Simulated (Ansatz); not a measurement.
The crystal is H4C2SeSO2 (Pc).

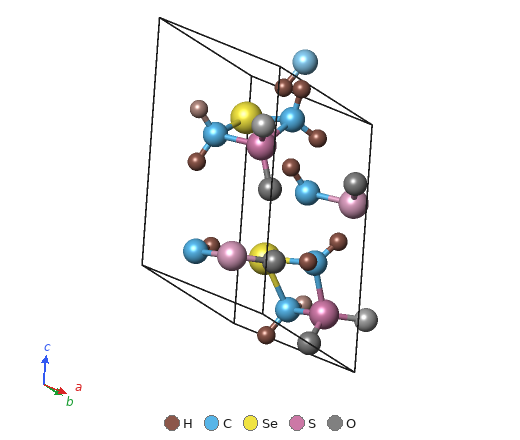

The structure (hydrogen brown, carbon blue, selenium yellow, sulfur pink, oxygen grey). Some periodic images of atoms are drawn too.

```cif
data_structure
_symmetry_space_group_name_H-M 'P 1'
_symmetry_Int_Tables_number 1
_cell_length_a 5.6201
_cell_length_b 5.4290
_cell_length_c 8.7991
_cell_angle_alpha 90.000
_cell_angle_beta 117.819
_cell_angle_gamma 90.000
_cell_volume 237.45
loop_
_atom_site_label
_atom_site_type_symbol
_atom_site_fract_x
_atom_site_fract_y
_atom_site_fract_z
_atom_site_occupancy
H1 H 0.99033 0.74736 0.46604 1
H2 H 0.99033 0.25264 0.96604 1
H3 H 0.95267 0.49499 0.31886 1
H4 H 0.95267 0.50501 0.81886 1
H5 H 0.32426 0.92543 0.99916 1
H6 H 0.32426 0.07457 0.49916 1
H7 H 0.45788 0.11332 0.19413 1
H8 H 0.45788 0.88668 0.69413 1
C9 C 0.87196 0.66860 0.33806 1
C10 C 0.87196 0.33140 0.83806 1
C11 C 0.47136 0.94010 0.13493 1
C12 C 0.47136 0.05990 0.63493 1
Se13 Se 0.48477 0.64688 0.27412 1
Se14 Se 0.48477 0.35312 0.77412 1
S15 S 0.80801 0.88712 0.16984 1
S16 S 0.80801 0.11288 0.66984 1
O17 O 0.97948 0.10493 0.23223 1
O18 O 0.97948 0.89507 0.73223 1
O19 O 0.80183 0.75990 0.02179 1
O20 O 0.80183 0.24010 0.52179 1
```

Geometry: measured cell, ions relaxed with PBE. The runs that relaxed it are not among those shown.

Gaps computed with Ansatz 0.2.0 without a self-energy: LDA 2.80 eV, PBEsol 2.91 eV, PBE 2.99 eV, PBE+SOC 2.99 eV, r2SCAN 3.33 eV, HSE06 4.22 eV and PBE0 4.98 eV. The mean ε∞ by PBE perturbation theory is 2.99.

**Question.** Estimate the G0W0@PBE gap with 4×4×2 mesh, 1091 empty bands, screening to 160 eV, PAW set soft_1 files.

About 5.68 eV: on its mesh the run moves the gap from 2.99 eV by +2.69 eV. Among the scalar-relativistic levels given, PBE0 is nearest (−0.70 eV). One-shot corrections scale roughly with one over ε∞, here 0.33. Bands and cutoff are finite, so the gap is not at the basis limit. The miss can reach some tenths of an eV and take either sign; the mesh is an error of its own. The many-body steps are scalar-relativistic: spin-orbit coupling is not in them.

[Paths, hosts, dates, memory and timing lines, banners, echoed tables and standing remarks are left out of the program output.]

[Logs are printed without paths, hosts, clocks, repeated set-up lines and the standing remarks that a program may print on its own settings, such as how far it seeks lower states.]

[Runs of the session that timed out or met a known fault of the program may be left out.]

[Cells called generated may have been cut or substituted from an entry of the Crystallography Open Database or the Materials Project.]

[Hosts, paths, dates, database ids (printed as entryN), source tags and the programs' standing remarks are cut or masked in the printed files.]
